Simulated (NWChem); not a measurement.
# BPH6 (SMILES [BH3-][PH3+]) at 6 levels

Wanted: a comparison of 6 runs (BHLYP/def2-SVPD, M06-L/def2-SVPD, PBE/def2-SVPD, TPSS/def2-SVPD, r2SCAN/def2-SVPD, MP2/def2-SVPD) of BPH6. 

The calculation is run with NWChem 7.3.0.

2 further runs of the same task are left out: 2 set aside as unsound or not needed.

### 1 Starting point

BPH6: 8 atoms, total charge 0, spin state singlet. SMILES: `[BH3-][PH3+]`. The B1–H5 distance was set to 1.572 Å, away from the relaxed value.

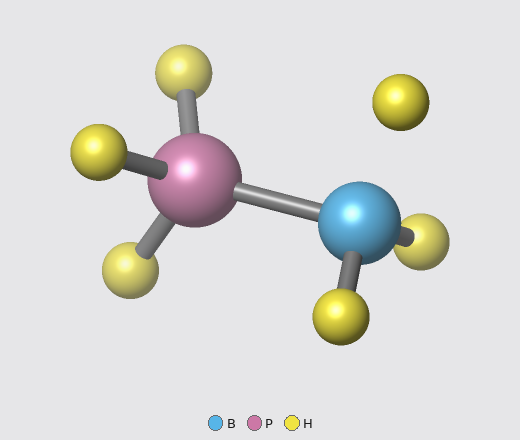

The structure, seen from a chosen angle (boron blue, phosphorus pink, hydrogen yellow).

### 2 The energy at BHLYP/def2-SVPD (run 1)

Contents of run.py:

```python
from ase import Atoms
from ase.calculators.nwchem import NWChem

mol = Atoms(['B', 'P', 'H', 'H', 'H', 'H', 'H', 'H'], positions=[
    [-0.706277, -0.080894, -0.795232],
    [0.283723, -0.489694, 0.786468],
    [-1.843577, 0.035006, -0.401332],
    [-0.517977, -1.038294, -1.509232],
    [-0.055500, 1.254200, -1.309900],
    [0.268623, 0.447606, 1.837568],
    [1.672923, -0.688394, 0.665868],
    [-0.060977, -1.653294, 1.501368],
])

calc = NWChem(
    label='m1',
    theory='dft',
    memory='2200 mb',
    basis='def2-SVPD',
    basispar='spherical bse',
    dft={'xc': 'bhlyp', 'mult': '1', 'grid': 'fine', 'convergence': 'energy 1e-08', 'iterations': '100', 'mulliken': None},
    task='energy',
)
mol.calc = calc

e = mol.get_potential_energy()
print(f"E = {e:.6f} eV")
print("dipole (e A):", mol.get_dipole_moment().round(4))
```

Launch:

```console
$ export ASE_NWCHEM_COMMAND="nwchem PREFIX.nwi > PREFIX.nwo"
$ python run.py
```

Standard output:

```text
E = -10057.419287 eV
dipole (e A): [ 0.4051 -0.3088  0.7844]
```

The calculator wrote m1.nwi:

```
title "m1"

permanent_dir m1

scratch_dir m1

start m1

geometry units angstrom nocenter noautosym noautoz
  B  -7.0627700000000004e-01 -8.0893999999999994e-02 -7.9523200000000005e-01
  P  2.8372300000000000e-01 -4.8969400000000002e-01 7.8646799999999994e-01
  H  -1.8435770000000000e+00 3.5006000000000002e-02 -4.0133200000000002e-01
  H  -5.1797700000000002e-01 -1.0382940000000001e+00 -1.5092319999999999e+00
  H  -5.5500000000000001e-02 1.2542000000000000e+00 -1.3099000000000001e+00
  H  2.6862300000000000e-01 4.4760600000000000e-01 1.8375680000000001e+00
  H  1.6729229999999999e+00 -6.8839399999999995e-01 6.6586800000000002e-01
  H  -6.0977000000000003e-02 -1.6532940000000000e+00 1.5013680000000000e+00
end

memory 2200 mb

basis spherical bse noprint
   * library def2-SVPD
end

dft
  xc bhlyp
  mult 1
  grid fine
  convergence energy 1e-08
  iterations 100
  mulliken
end

task dft energy
```

m1.nwo, cut to the lines that bear on the results:

```text
[...]
      One electron energy =     -623.880651625682
[... 1 line left out ...]
    Exchange-Corr. energy =      -29.414095760817
[... 6 lines left out ...]
                       DFT Final Molecular Orbital Analysis
[... 672 lines left out ...]
    Atom       Charge   Shell Charges
[...]
```

Run time: 18 s. Hardware: 1 thread of Intel Xeon Platinum 8259CL at 2.50GHz (Skylake/Cascade Lake), shared host; peak memory 0.12 GiB.

### 3 A single-point energy at M06-L/def2-SVPD (run 2)

Contents of bh6p.nw:

```
echo
start bh6p
memory total 2200 mb
charge 0

geometry units angstrom noautosym nocenter noautoz
 B       -0.706277      -0.080894      -0.795232
 P        0.283723      -0.489694       0.786468
 H       -1.843577       0.035006      -0.401332
 H       -0.517977      -1.038294      -1.509232
 H       -0.055500       1.254200      -1.309900
 H        0.268623       0.447606       1.837568
 H        1.672923      -0.688394       0.665868
 H       -0.060977      -1.653294       1.501368
end

basis "ao basis" spherical bse
 B library def2-SVPD
 P library def2-SVPD
 H library def2-SVPD
end

dft
 xc m06-l
 grid fine
 convergence energy 1e-08
 iterations 100
 mulliken
 print medium
end

task dft
```

Launch:

```console
$ nwchem bh6p.nw > bh6p.out
```

Standard output:

```text
[...]
          Wavefunction type:  closed shell.
          No. of atoms     :     8
          No. of electrons :    26
[...]
          Charge           :     0
          Spin multiplicity:     1
[...]
          AO basis - number of functions:    92
[...]
              XC Information
              --------------
                        M06-L Method XC Functional
                         M06-L Exchange Functional  1.000
                       M06-L Correlation Potential  1.000
[...]
 d= 0,ls=0.0,diis     1   -369.5938672700 -4.28D+02  1.31D-02  2.06D-01     3.0
[...]
 d= 0,ls=0.0,diis    11   -369.6315408247 -1.57D-09  7.62D-07  1.72D-09    28.6
         Total DFT energy =     -369.631540824665
      One electron energy =     -624.034367588120
           Coulomb energy =      225.214252798119
    Exchange-Corr. energy =      -29.458289221301
 Nuclear repulsion energy =       58.646863186636
[...]
      Total Density - Mulliken Population Analysis
     ---------------------------------------------
    Atom       Charge   Shell Charges
 -----------   ------   -------------------------------------------------------
    1 B    5     4.95   1.99  0.78  0.22 -0.01  1.63  0.29  0.03  0.02
    2 P   15    15.62   2.00  1.99  1.19  0.31  0.04  5.93  1.50  2.28  0.14  0.26
    3 H    1     1.05   0.76  0.26  0.01  0.02
    4 H    1     1.05   0.76  0.26  0.01  0.02
    5 H    1     1.15   0.64  0.48  0.01  0.02
    6 H    1     0.72   0.76 -0.07  0.02  0.02
    7 H    1     0.72   0.76 -0.07  0.02  0.02
    8 H    1     0.72   0.76 -0.06  0.02  0.01
[...]
```

Wall time 29 s (1 thread of Intel Xeon Platinum 8259CL at 2.50GHz (Skylake/Cascade Lake), shared host); peak memory 0.12 GiB.

Runs 3 to 4 aren't shown in full; the table further down has their settings and results.

### 4 The energy at r2SCAN/def2-SVPD (run 5)

Changes to run.py since step 2:

```diff
@@ -3,3 +3,3 @@
 
-mol = Atoms(['B', 'P', 'H', 'H', 'H', 'H', 'H', 'H'], positions=[
+mol = Atoms('BPHHHHHH', positions=[
     [-0.706277, -0.080894, -0.795232],
@@ -15,3 +15,3 @@
 calc = NWChem(
-    label='m1',
+    label='bh6p',
     theory='dft',
@@ -20,3 +20,3 @@
     basispar='spherical bse',
-    dft={'xc': 'bhlyp', 'mult': '1', 'grid': 'fine', 'convergence': 'energy 1e-08', 'iterations': '100', 'mulliken': None},
+    dft={'xc': 'r2scan', 'mult': '1', 'grid': 'fine', 'convergence': 'energy 1e-08', 'iterations': '100', 'mulliken': None},
     task='energy',
```

Launch:

```console
$ export ASE_NWCHEM_COMMAND="nwchem PREFIX.nwi > PREFIX.nwo"
$ python run.py
```

Standard output:

```text
E = -10056.757830 eV
dipole (e A): [ 0.3887 -0.2851  0.7418]
```

The calculator wrote bh6p.nwi:

```
title "bh6p"

permanent_dir bh6p

scratch_dir bh6p

start bh6p

geometry units angstrom nocenter noautosym noautoz
  B  -7.0627700000000004e-01 -8.0893999999999994e-02 -7.9523200000000005e-01
  P  2.8372300000000000e-01 -4.8969400000000002e-01 7.8646799999999994e-01
  H  -1.8435770000000000e+00 3.5006000000000002e-02 -4.0133200000000002e-01
  H  -5.1797700000000002e-01 -1.0382940000000001e+00 -1.5092319999999999e+00
  H  -5.5500000000000001e-02 1.2542000000000000e+00 -1.3099000000000001e+00
  H  2.6862300000000000e-01 4.4760600000000000e-01 1.8375680000000001e+00
  H  1.6729229999999999e+00 -6.8839399999999995e-01 6.6586800000000002e-01
  H  -6.0977000000000003e-02 -1.6532940000000000e+00 1.5013680000000000e+00
end

memory 2200 mb

basis spherical bse noprint
   * library def2-SVPD
end

dft
  xc r2scan
  mult 1
  grid fine
  convergence energy 1e-08
  iterations 100
  mulliken
end

task dft energy
```

bh6p.nwo, cut to the lines that bear on the results:

```text
[...]
      One electron energy =     -623.960690047450
[... 1 line left out ...]
    Exchange-Corr. energy =      -29.369305058130
[... 6 lines left out ...]
                       DFT Final Molecular Orbital Analysis
[... 673 lines left out ...]
    Atom       Charge   Shell Charges
[...]
```

Wall time 21 s (1 thread of Intel Xeon Platinum 8259CL at 2.50GHz (Skylake/Cascade Lake), shared host); peak memory 0.12 GiB.

### 5 A single-point energy at MP2/def2-SVPD (run 6)

Contents of nw.nw:

```
start nw
memory stack 880 mb heap 220 mb global 1100 mb

geometry units angstrom noautosym nocenter noautoz
  B    -0.706277   -0.080894   -0.795232
  P     0.283723   -0.489694    0.786468
  H    -1.843577    0.035006   -0.401332
  H    -0.517977   -1.038294   -1.509232
  H    -0.055500    1.254200   -1.309900
  H     0.268623    0.447606    1.837568
  H     1.672923   -0.688394    0.665868
  H    -0.060977   -1.653294    1.501368
end

basis spherical bse
  B library def2-SVPD
  P library def2-SVPD
  H library def2-SVPD
end

scf
  thresh 1e-08
  maxiter 80
  noprint "final vectors analysis"
end

mp2
  freeze core 6
  tight
end

task mp2 energy
```

Launch:

```console
$ nwchem nw.nw > nw.out
```

Standard output:

```text
[...]
  functions       =    92
[...]
  wavefunction    = RHF
[...]
         Total SCF energy =   -368.725807020815
      One-electron energy =   -623.595837577134
      Two-electron energy =    196.223167369683
 Nuclear repulsion energy =     58.646863186636
        Time for solution =     13.2s
[...]
          Total MP2 energy          -368.984624861319
[...]
```

It took 17 s on 1 thread of Intel Xeon Platinum 8259CL at 2.50GHz (Skylake/Cascade Lake), shared host; peak memory 0.18 GiB.

### 6 Overview of the runs

```tsv
run	level	integration grid	iteration cap	energy (Eh)	dipole moment (D)	HOMO energy (eV)	LUMO energy (eV)	wall time
1	BHLYP/def2-SVPD	fine	100	-369.603345	4.49	-8.80	0.60	18 s
2	M06-L/def2-SVPD	fine	100	-369.631541	4.16	-6.77	-0.29	29 s
3	PBE/def2-SVPD	fine	100	-369.410604	4.14	–	–	17 s
4	TPSS/def2-SVPD	fine	100	-369.677172	4.21	-6.74	-0.47	21 s
5	r2SCAN/def2-SVPD	fine	100	-369.579037	4.25	-6.83	-0.32	21 s
6	MP2/def2-SVPD	–	80	-368.984625	–	–	–	17 s
```

### 7 Summary of results

| quantity | value |
| --- | --- |
| run 6: total energy | -368.98462 Eh |
| run 6: correlation energy (6 core orbitals frozen) | -258.8 mEh |

Over runs 1, 2, 3, 4, 5 the dipole moment (its size) runs from 4.14 D (PBE/def2-SVPD) to 4.49 D (BHLYP/def2-SVPD). Over runs 1, 2, 4, 5 the HOMO–LUMO gap runs from 6.26 eV (TPSS/def2-SVPD) to 9.40 eV (BHLYP/def2-SVPD). Totals of different functionals can't be ranked against each other. All runs together took 2.1 min, the longest 29 s.
